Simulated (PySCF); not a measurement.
SMILES CCCCCC(C)=[OH+] (C7H15O (cation, charge +1)) at its GFN2-xTB optimised geometry (Å):

```
23

C     -1.7105    -0.7264     1.2237
C     -1.1724     0.0046     0.0000
C      0.3582     0.0046     0.0000
C      0.8909     0.7353    -1.2285
C      2.4566     0.7415    -1.2138
C      2.8679     1.4269    -2.4330
C      3.0514     2.8776    -2.4657
O      3.0140     0.8092    -3.5407
H     -1.3780    -1.7613     1.2333
H     -2.7967    -0.7161     1.2112
H     -1.3740    -0.2465     2.1392
H     -1.5378     1.0328     0.0000
H     -1.5389    -0.4822    -0.9054
H      0.7167    -1.0259     0.0079
H      0.7177     0.4932     0.9066
H      0.5227     1.7613    -1.2304
H      0.5287     0.2414    -2.1319
H      2.7967    -0.2956    -1.1810
H      2.7823     1.2670    -0.3174
H      2.9596     3.2697    -3.4770
H      4.0687     3.0977    -2.1229
H      2.3828     3.3896    -1.7766
H      2.9264    -0.1639    -3.5188
```

Calculation: PBE0/def2-SVP (PySCF).

Map of the log10 of the electron density (e/bohr³), floored at −4 on the plane z = 0.6 Å:

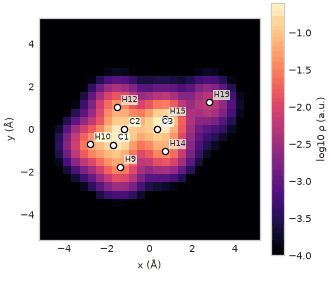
Figure: Log10 of the electron density (e/bohr³), floored at −4 on the plane z = 0.6 Å.
